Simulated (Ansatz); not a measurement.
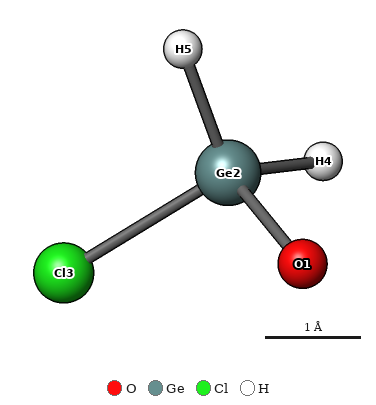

Fig. 1: The structure (ball-and-stick view, seen at a tilt; atoms are numbered from 1 in the order of the input). Sticks mark near contacts. Bond lengths as drawn: Cl–Ge 2.16 Å, Ge–H 1.52 Å and Ge–O 1.79 Å.

## Run report: GeH2ClO, frequency calculation

The run: frequency calculation of GeH2ClO, multiplicity 2. Method and program: HF/6-31G*, UHF (Ansatz 0.2.0).

The geometry was optimised with HF/6-31G*. Figures and captions count atoms from 1; the log counts them from 0 in places.

## Input file
```yaml
crystal:
  periodic: [false, false, false]
  atoms:
    - {symbol: O, position_ang: [-0.285130, -0.585759, 1.631357]}
    - {symbol: Ge, position_ang: [0.133216, -0.087998, -0.033988]}
    - {symbol: Cl, position_ang: [-1.351269, 1.289723, -0.772055]}
    - {symbol: H, position_ang: [0.087673, -1.338900, -0.903564]}
    - {symbol: H, position_ang: [1.465311, 0.649235, 0.036750]}
basis:
  gaussian: {orbitals: "6-31G*"}
phonons: {temperatures: {t_min: 298.15, t_max: 298.15, t_step: 1}}
hamiltonian: {xc: hf}
magnetization: {spin_polarized: true, initial_magnetization: 1}
```

Machine: 1 thread of Arm Neoverse V1, 112 GiB of memory available, shared host.

Launched with:
```bash
ansatz run input.yaml --threads 1 --pin off --max-ram 3480MiB --events-out events.jsonl --progress --plain --runs-dir runs
```

## Output
```
Functional definition: HF
  name "HF"
  exchange = exact_x
  correlation = 0
744 factors; integrals over basis functions are off by at most 3.0e-4 eV
mean field evaluation 1: about -71027.9505 eV, gradient 3.4e1 eV
mean field evaluation 2: about -71027.9757 eV, gradient 3.4e1 eV
mean field evaluation 4: about -71036.4793 eV, gradient 9.5e0 eV
mean field evaluation 8: about -71037.7894 eV, gradient 5.2e-1 eV
mean field evaluation 16: about -71037.7958 eV, gradient 1.3e-5 eV
mean field evaluation 32: about -71037.6754 eV, gradient 3.6e-1 eV
mean field evaluation 64: about -71037.6743 eV, gradient 1.8e-1 eV
mean field evaluation 96: about -71037.6768 eV, gradient 2.3e-6 eV
mean field -71037.79580855 eV, -2610.5908448169 hartree, gradient 6.4e-6 eV, S^2 0.757658; 3 other end points of the search recorded, 0 dependent functions left out
the calculation of the forces begins
reference -71037.79580855 eV, -2610.5908448169 hartree; 30, 29 occupied and 43, 44 virtual orbitals, 744 factors
these checks for a lower state are left out or cut short: stability, starts, cluster_reference, orbital_swaps, neighbouring_geometries, increment
744 factors; integrals over basis functions are off by at most 3.0e-4 eV
mean field -71037.79580321 eV, -2610.5908446206 hartree, gradient 2.9e-6 eV, S^2 0.757660; 0 other end points of the search recorded, 0 dependent functions left out
[... from here on the field's lines of each further geometry are left out, up to the last ...]
the calculation of the forces begins
reference -71037.79578445 eV, -2610.5908439312 hartree; 30, 29 occupied and 43, 44 virtual orbitals, 744 factors
these checks for a lower state are left out or cut short: stability, starts, cluster_reference, orbital_swaps, neighbouring_geometries, increment
744 factors; integrals over basis functions are off by at most 3.0e-4 eV
mean field -71037.79578476 eV, -2610.5908439426 hartree, gradient 3.0e-6 eV, S^2 0.757660; 0 other end points of the search recorded, 0 dependent functions left out
the calculation of the forces begins
reference -71037.79578476 eV, -2610.5908439426 hartree; 30, 29 occupied and 43, 44 virtual orbitals, 744 factors
Total energy: -71037.79580855 eV, -2610.5908448169 hartree
Atom 0 at    -0.285130    -0.585759     1.631357 Å, force     0.000099    -0.000016    -0.000111 eV/Å
Atom 1 at     0.133216    -0.087998    -0.033988 Å, force     0.000305    -0.000221     0.000020 eV/Å
Atom 2 at    -1.351269     1.289723    -0.772055 Å, force    -0.000155     0.000168    -0.000129 eV/Å
Atom 3 at     0.087673    -1.338900    -0.903564 Å, force    -0.000333    -0.000266    -0.000032 eV/Å
Atom 4 at     1.465311     0.649235     0.036750 Å, force     0.000083     0.000335     0.000252 eV/Å
Dipole moment:     0.447130    -0.191147    -0.250935 e Å
Vibrations: 208.19 441.82 499.70 639.59 734.28 854.67 912.30 2304.54 2310.10 cm⁻¹, zero-point energy 0.552051 eV
```

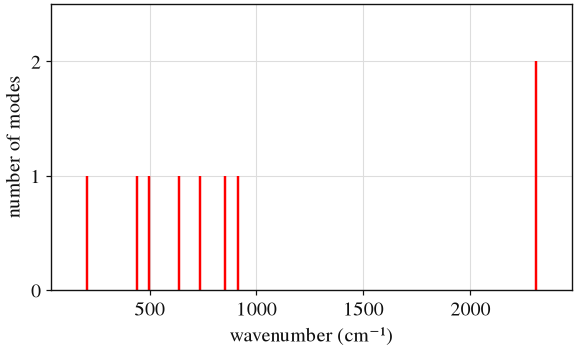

Fig. 2: Harmonic vibrational wavenumbers from the force constants; neighbouring modes closer than 10 cm⁻¹ are counted in one stick. 9 modes from 208 to 2310 cm⁻¹, none imaginary.

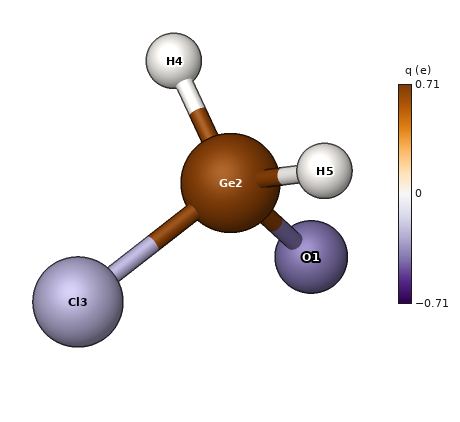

Fig. 3: Mulliken charges, as the colour of each atom (ball-and-stick view, seen at a tilt; atoms are numbered from 1 in the order of the input; Mulliken charges depend strongly on the basis). By element: O −0.42, Ge +0.68, Cl −0.28 and H +0.01 e.

## Summary

| quantity | value |
| --- | --- |
| outcome | converged |
| total energy | −2610.590845 hartree |
| basis functions | 73 |
| largest force | 0.000 eV/Å |
| ⟨S²⟩ | 0.758 |
| zero-point energy | 0.020288 hartree |
| dipole moment | 2.63 D |
| wavenumbers, lowest and highest | 208 and 2310 cm⁻¹ |
| wall time | 37 s |
| peak memory | 0.2 GiB |
